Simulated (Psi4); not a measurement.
## Single-point calculation of B₂NH₅ (part 3 of 3)

The same run, continued: B₂NH₅, SMILES BNB; BCCD/6-311G, RHF (Psi4 1.11). The atoms were displaced at random from an optimised geometry.

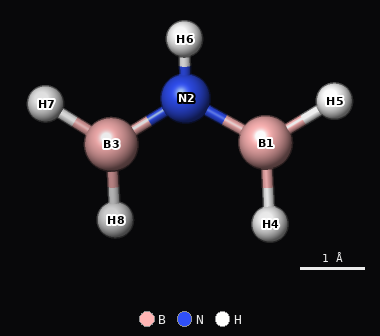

Figure 1. The input geometry (ball-and-stick view, seen on its broad side; atoms are numbered from 1 in the order of the input).

## What the program printed, continued
```
MP2 correlation energy -0.2425196460866083
                Solving CC Amplitude Equations
                ------------------------------
  Iter             Energy              RMS        T1Diag      D1Diag    New D1Diag    D2Diag
  ----     ---------------------    ---------   ----------  ----------  ----------   --------
     0        -0.263474640600707    0.000e+00    0.000388    0.001076    0.001076    0.136134
     1        -0.264750659824773    2.761e-02    0.001103    0.003633    0.003633    0.136007
     2        -0.264684484689434    6.011e-03    0.000283    0.000768    0.000768    0.135983
     3        -0.264749367381485    1.813e-03    0.000179    0.000543    0.000543    0.136088
     4        -0.264747684752878    5.140e-04    0.000111    0.000309    0.000309    0.136093
     5        -0.264751197739339    1.475e-04    0.000104    0.000289    0.000289    0.136102
     6        -0.264750090520088    4.751e-05    0.000101    0.000277    0.000277    0.136100
     7        -0.264750348153696    1.859e-05    0.000101    0.000276    0.000276    0.136101
     8        -0.264750302953681    7.595e-06    0.000100    0.000276    0.000276    0.136101
     9        -0.264750276058449    3.012e-06    0.000100    0.000276    0.000276    0.136101
    10        -0.264750298052987    1.051e-06    0.000100    0.000276    0.000276    0.136101
    11        -0.264750294263970    3.586e-07    0.000100    0.000276    0.000276    0.136101
    12        -0.264750295929460    1.273e-07    0.000100    0.000276    0.000276    0.136101
    13        -0.264750296186202    4.306e-08    0.000100    0.000276    0.000276    0.136101

    Iterations converged.

    Largest TIA Amplitudes:
              5   1        -0.0002056674
              5  22         0.0001095012
              6   1        -0.0000852841
              1  21        -0.0000830197
              4  23        -0.0000723430
              2  20        -0.0000721856
              5  12        -0.0000717482
              0  25        -0.0000675266
              2  23        -0.0000655078
              6  22         0.0000581255

    Largest TIjAb Amplitudes:
      5   5   1   1        -0.0476382536
      5   5   1  22         0.0249293418
      5   5  22   1         0.0249293418
      5   5  22  22        -0.0247400924
      1   1  21  21        -0.0193972623
      5   5   0   0        -0.0193039594
      7   7  16  16        -0.0190682800
      5   6   1   1        -0.0180948666
      6   5   1   1        -0.0180948666
      4   4  19  19        -0.0171363765

    SCF energy       (wfn)                    = -107.008865464730064
    Reference energy (file100)                = -106.744103637535545

    Opposite-spin MP2 correlation energy      =   -0.188438279206974
    Same-spin MP2 correlation energy          =   -0.050070747460491
    Singles MP2 correlation energy            =   -0.004010619419144
    MP2 correlation energy                    =   -0.242519646086608
      * MP2 total energy                      = -106.986623283622151

    Opposite-spin CCSD correlation energy     =   -0.220977675941939
    Same-spin CCSD correlation energy         =   -0.043762957738923
    Singles CCSD correlation energy           =    0.000000000000000
    CCSD correlation energy                   =   -0.264750296186202
      * CCSD total energy                     = -107.008853933721753

    Rotating orbitals.  Maximum T1 =  0.000205667355
Brueckner convergence check: False

	Wfn Parameters:
	--------------------
	Wavefunction         = BCCD
	Number of irreps     = 1
	Number of MOs        = 54
	Number of active MOs = 51
	AO-Basis             = NONE
	Semicanonical        = false
	Reference            = RHF
	Print Level          = 1

	IRREP	# MOs	# FZDC	# DOCC	# SOCC	# VIRT	# FZVR
	-----	-----	------	------	------	------	------
	 A	   54	    3	    8	    0	    43	    0
	Transforming integrals...
	IWL integrals will be retained.
	(OO|OO)...
	Presorting SO-basis two-electron integrals.
	Sorting File: SO Ints (nn|nn) nbuckets = 1
	Constructing frozen core operators
	Starting first half-transformation.
	Sorting half-transformed integrals.
	First half integral transformation complete.
	Starting second half-transformation.
	Two-electron integral transformation complete.
	(OO|OV)...
	Starting second half-transformation.
	Two-electron integral transformation complete.
	(OO|VV)...
	Starting second half-transformation.
	Two-electron integral transformation complete.
	(OV|OO)...
	Starting first half-transformation.
	Sorting half-transformed integrals.
	First half integral transformation complete.
	Starting second half-transformation.
	Two-electron integral transformation complete.
	(OV|OV)...
	Starting second half-transformation.
	Two-electron integral transformation complete.
	(OV|VV)...
	Starting second half-transformation.
	Two-electron integral transformation complete.
	(VV|OO)...
	Starting first half-transformation.
	Sorting half-transformed integrals.
	First half integral transformation complete.
	Starting second half-transformation.
	Two-electron integral transformation complete.
	(VV|OV)...
	Starting second half-transformation.
	Two-electron integral transformation complete.
	(VV|VV)...
	Starting second half-transformation.
	Two-electron integral transformation complete.
	Frozen core energy     =   -115.73717625772080

	Size of irrep 0 of <ab|cd> integrals:      3.419 (MW) /     27.350 (MB)
	Total:                                     3.419 (MW) /     27.350 (MB)

	Size of irrep 0 of <ia|bc> integrals:      0.636 (MW) /      5.088 (MB)
	Total:                                     0.636 (MW) /      5.088 (MB)

	Size of irrep 0 of tijab amplitudes:       0.118 (MW) /      0.947 (MB)
	Total:                                     0.118 (MW) /      0.947 (MB)

	Nuclear Rep. energy          =     57.91969096370975
	SCF energy                   =   -107.00886546473006
	One-electron energy          =    -87.41297186868520
	Two-electron energy          =     38.48633484106117
	Reference energy             =   -106.74412232163507

	total time  =          1 seconds =       0.02 minutes
            **************************
            *                        *
            *        CCENERGY        *
            *                        *
            **************************

    Nuclear Rep. energy (wfn)     =   57.919690963709755
    SCF energy          (wfn)     = -107.008853933721753
    Reference energy    (file100) = -106.744122321635075

    Input parameters:
    -----------------
    Wave function   =     BCCD
    Reference wfn   =     RHF
    Brueckner       =     Yes
    Brueckner conv. =     5.0e-05
    Memory (Mbytes) =     1600.0
    Maxiter         =     50
    R_Convergence   =     1.0e-07
    E_Convergence   =     1.0e-06
    Restart         =     Yes
    DIIS            =     Yes
    AO Basis        =     NONE
    ABCD            =     NEW
    Cache Level     =     2
    Cache Type      =     LOW
    Print Level     =     1
    Num. of threads =     1
    # Amps to Print =     10
    Print MP2 Amps? =     No
    Analyze T2 Amps =     No
    Print Pair Ener =     No
    Local CC        =     No
    SCS-MP2         =     False
    SCSN-MP2        =     False
    SCS-CCSD        =     False

    Using old T1 amplitudes.
    Using old T2 amplitudes.

MP2 correlation energy -0.2424799842922113
                Solving CC Amplitude Equations
                ------------------------------
  Iter             Energy              RMS        T1Diag      D1Diag    New D1Diag    D2Diag
  ----     ---------------------    ---------   ----------  ----------  ----------   --------
     0        -0.264665218571188    0.000e+00    0.000100    0.000276    0.000276    0.136101
     1        -0.264727896596416    6.488e-03    0.000260    0.000863    0.000863    0.136094
     2        -0.264729894934173    1.411e-03    0.000068    0.000183    0.000183    0.136100
     3        -0.264732890746580    4.227e-04    0.000043    0.000128    0.000128    0.136103
     4        -0.264734343134546    1.205e-04    0.000028    0.000076    0.000076    0.136108
     5        -0.264733924890067    3.417e-05    0.000027    0.000074    0.000074    0.136108
     6        -0.264734215152005    1.078e-05    0.000027    0.000072    0.000072    0.136109
     7        -0.264734111715347    4.234e-06    0.000027    0.000073    0.000073    0.136109
     8        -0.264734132652263    1.712e-06    0.000026    0.000072    0.000072    0.136109
     9        -0.264734130591737    6.615e-07    0.000026    0.000072    0.000072    0.136109
    10        -0.264734126845997    2.318e-07    0.000026    0.000072    0.000072    0.136109
    11        -0.264734128006910    8.168e-08    0.000026    0.000072    0.000072    0.136109

    Iterations converged.

    Largest TIA Amplitudes:
              5   1         0.0000532168
              5  22        -0.0000290670
              6   1         0.0000240197
              1  21         0.0000218508
              4  23         0.0000194103
              0  25         0.0000183241
              2  20         0.0000181472
              2  23         0.0000177983
              5  12         0.0000170898
              6  22        -0.0000168611

    Largest TIjAb Amplitudes:
      5   5   1   1        -0.0464998488
      5   5   1  22         0.0242168384
      5   5  22   1         0.0242168384
      5   5  22  22        -0.0239710864
      1   1  21  21        -0.0193877600
      5   6   1   1        -0.0191584310
      6   5   1   1        -0.0191584310
      7   7  16  16        -0.0190721898
      5   5   0   0        -0.0188726772
      4   4  19  19        -0.0171401264

    SCF energy       (wfn)                    = -107.008853933721753
    Reference energy (file100)                = -106.744122321635075

    Opposite-spin MP2 correlation energy      =   -0.188430519149557
    Same-spin MP2 correlation energy          =   -0.050067527635246
    Singles MP2 correlation energy            =   -0.003981937507408
    MP2 correlation energy                    =   -0.242479984292211
      * MP2 total energy                      = -106.986602305927292

    Opposite-spin CCSD correlation energy     =   -0.220974191982308
    Same-spin CCSD correlation energy         =   -0.043762042515785
    Singles CCSD correlation energy           =    0.000000000000000
    CCSD correlation energy                   =   -0.264734128006910
      * CCSD total energy                     = -107.008856449641982

    Rotating orbitals.  Maximum T1 =  0.000053216758
Brueckner convergence check: False

	Wfn Parameters:
	--------------------
	Wavefunction         = BCCD
	Number of irreps     = 1
	Number of MOs        = 54
	Number of active MOs = 51
	AO-Basis             = NONE
	Semicanonical        = false
	Reference            = RHF
	Print Level          = 1

	IRREP	# MOs	# FZDC	# DOCC	# SOCC	# VIRT	# FZVR
	-----	-----	------	------	------	------	------
	 A	   54	    3	    8	    0	    43	    0
	Transforming integrals...
	IWL integrals will be retained.
	(OO|OO)...
	Presorting SO-basis two-electron integrals.
	Sorting File: SO Ints (nn|nn) nbuckets = 1
	Constructing frozen core operators
	Starting first half-transformation.
	Sorting half-transformed integrals.
	First half integral transformation complete.
	Starting second half-transformation.
	Two-electron integral transformation complete.
	(OO|OV)...
	Starting second half-transformation.
	Two-electron integral transformation complete.
	(OO|VV)...
	Starting second half-transformation.
	Two-electron integral transformation complete.
	(OV|OO)...
	Starting first half-transformation.
	Sorting half-transformed integrals.
	First half integral transformation complete.
	Starting second half-transformation.
	Two-electron integral transformation complete.
	(OV|OV)...
	Starting second half-transformation.
	Two-electron integral transformation complete.
	(OV|VV)...
	Starting second half-transformation.
	Two-electron integral transformation complete.
	(VV|OO)...
	Starting first half-transformation.
	Sorting half-transformed integrals.
	First half integral transformation complete.
	Starting second half-transformation.
	Two-electron integral transformation complete.
	(VV|OV)...
	Starting second half-transformation.
	Two-electron integral transformation complete.
	(VV|VV)...
	Starting second half-transformation.
	Two-electron integral transformation complete.
	Frozen core energy     =   -115.73717625772080

	Size of irrep 0 of <ab|cd> integrals:      3.419 (MW) /     27.350 (MB)
	Total:                                     3.419 (MW) /     27.350 (MB)

	Size of irrep 0 of <ia|bc> integrals:      0.636 (MW) /      5.088 (MB)
	Total:                                     0.636 (MW) /      5.088 (MB)

	Size of irrep 0 of tijab amplitudes:       0.118 (MW) /      0.947 (MB)
	Total:                                     0.118 (MW) /      0.947 (MB)

	Nuclear Rep. energy          =     57.91969096370975
	SCF energy                   =   -107.00885393372175
	One-electron energy          =    -87.41223102765881
	Two-electron energy          =     38.48559825825743
	Reference energy             =   -106.74411806341243

	total time  =          1 seconds =       0.02 minutes
            **************************
            *                        *
            *        CCENERGY        *
            *                        *
            **************************

    Nuclear Rep. energy (wfn)     =   57.919690963709755
    SCF energy          (wfn)     = -107.008856449641982
    Reference energy    (file100) = -106.744118063412429

    Input parameters:
    -----------------
    Wave function   =     BCCD
    Reference wfn   =     RHF
    Brueckner       =     Yes
    Brueckner conv. =     5.0e-05
    Memory (Mbytes) =     1600.0
    Maxiter         =     50
    R_Convergence   =     1.0e-07
    E_Convergence   =     1.0e-06
    Restart         =     Yes
    DIIS            =     Yes
    AO Basis        =     NONE
    ABCD            =     NEW
    Cache Level     =     2
    Cache Type      =     LOW
    Print Level     =     1
    Num. of threads =     1
    # Amps to Print =     10
    Print MP2 Amps? =     No
    Analyze T2 Amps =     No
    Print Pair Ener =     No
    Local CC        =     No
    SCS-MP2         =     False
    SCSN-MP2        =     False
    SCS-CCSD        =     False

    Using old T1 amplitudes.
    Using old T2 amplitudes.

MP2 correlation energy -0.2424892347376444
                Solving CC Amplitude Equations
                ------------------------------
  Iter             Energy              RMS        T1Diag      D1Diag    New D1Diag    D2Diag
  ----     ---------------------    ---------   ----------  ----------  ----------   --------
     0        -0.264732474536553    0.000e+00    0.000026    0.000072    0.000072    0.136109
     1        -0.264738758701455    1.810e-03    0.000073    0.000241    0.000241    0.136108
     2        -0.264737639955951    3.938e-04    0.000019    0.000051    0.000051    0.136107
     3        -0.264738008125809    1.181e-04    0.000012    0.000035    0.000035    0.136108
     4        -0.264737692999781    3.362e-05    0.000008    0.000021    0.000021    0.136107
     5        -0.264737838383066    9.523e-06    0.000007    0.000020    0.000020    0.136107
     6        -0.264737757177377    2.997e-06    0.000007    0.000019    0.000019    0.136107
     7        -0.264737786311642    1.168e-06    0.000007    0.000019    0.000019    0.136107
     8        -0.264737778257767    4.653e-07    0.000007    0.000019    0.000019    0.136107
     9        -0.264737780243904    1.732e-07    0.000007    0.000019    0.000019    0.136107
    10        -0.264737780368485    5.825e-08    0.000007    0.000019    0.000019    0.136107

    Iterations converged.

    Largest TIA Amplitudes:
              5   1        -0.0000141454
              5  22         0.0000078269
              6   1        -0.0000062320
              1  21        -0.0000057704
              4  23        -0.0000051846
              0  25        -0.0000049174
              2  23        -0.0000047871
              2  20        -0.0000046520
              6  22         0.0000044963
              5  12        -0.0000042774

    Largest TIjAb Amplitudes:
      5   5   1   1        -0.0468246306
      5   5   1  22         0.0244197849
      5   5  22   1         0.0244197849
      5   5  22  22        -0.0241895811
      1   1  21  21        -0.0193905034
      7   7  16  16        -0.0190711024
      5   5   0   0        -0.0189957971
      5   6   1   1        -0.0188678675
      6   5   1   1        -0.0188678675
      4   4  19  19        -0.0171391435

    SCF energy       (wfn)                    = -107.008856449641982
    Reference energy (file100)                = -106.744118063412429

    Opposite-spin MP2 correlation energy      =   -0.188432258962337
    Same-spin MP2 correlation energy          =   -0.050068252364343
    Singles MP2 correlation energy            =   -0.003988723410964
    MP2 correlation energy                    =   -0.242489234737644
      * MP2 total energy                      = -106.986607298150076

    Opposite-spin CCSD correlation energy     =   -0.220974992986251
    Same-spin CCSD correlation energy         =   -0.043762257940981
    Singles CCSD correlation energy           =    0.000000000000000
    CCSD correlation energy                   =   -0.264737780368485
      * CCSD total energy                     = -107.008855843780907

    Brueckner orbitals converged.  Maximum T1 =  0.000014145401
Brueckner convergence check: True

    Psi4 run time: 0:00:24.69
```

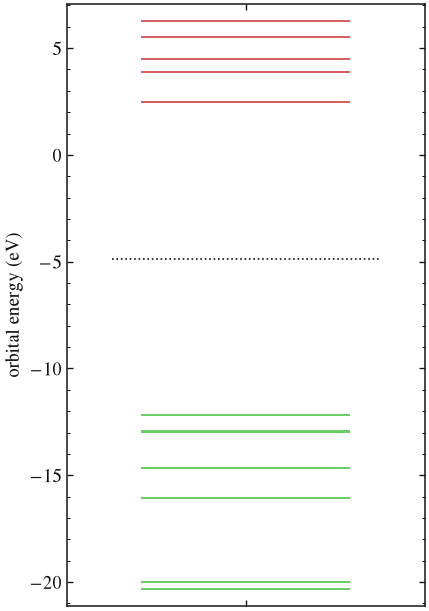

Figure 2. Orbital energies near the frontier (SCF reference); the dotted line parts filled from empty levels, and levels within 0.02 eV of each other stand side by side. Highest filled −12.19 eV, lowest empty 2.46 eV, 14.65 eV apart.

This output came from the following input.

## Input file (job.in)
```
memory 1600 mb

molecule m {
  B
  N 1 R2
  B 2 R3 1 A3
  H 1 R4 2 A4 3 D4
  H 1 R5 4 A5 2 D5
  H 2 R6 3 A6 1 D6
  H 3 R7 2 A7 6 D7
  H 3 R8 7 A8 2 D8

  R2 = 1.450635
  R3 = 1.387605
  A3 = 119.63311
  R4 = 1.29687
  A4 = 121.46725
  D4 = 4.30451
  R5 = 1.285922
  A5 = 118.14819
  D5 = 179.56134
  R6 = 0.966468
  A6 = 120.75429
  D6 = -165.74594
  R7 = 1.224014
  A7 = 116.72201
  D7 = 11.85765
  R8 = 1.234552
  A8 = 122.9321
  D8 = -165.56222
}

set freeze_core true
set scf_type pk

result = energy('bccd/6-311G')
```

Launch command:
```bash
psi4 -i job.in -o job.out -n 1
```

## Results in brief

- outcome: converged
- total energy: −107.008856 hartree
- SCF energy: −106.748814 hartree
- MP2 energy: −106.978399 hartree
- CCSD energy: −107.009629 hartree
- correlation energy: −0.260042 hartree
- basis functions: 54
- T1 diagnostic: 0.000
- HOMO of the SCF reference: −12.19 eV
- LUMO of the SCF reference: 2.46 eV
- hardware: 1 thread of Intel Xeon (Sapphire Rapids), 16 GiB of memory available, shared host
- wall time: 26 s (CPU time 14 s; the host was busy)
- peak memory: 0.26 GiB
